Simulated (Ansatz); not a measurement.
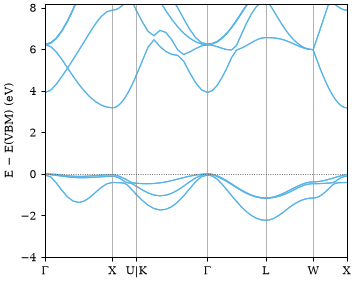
Band structure from PBEsol with spin–orbit coupling in the plane-wave PAW code Ansatz

### Question
Read off the gap and where the band edges lie.

### Answer
About 3.2 eV (3.18 eV by a search for the band edges); maximum at Γ, minimum at X.

The material is SrO (rock salt, Fm-3m).

Symmetry was held in the PBEsol relaxation.

Potentials: the later of the program's two PAW sets.
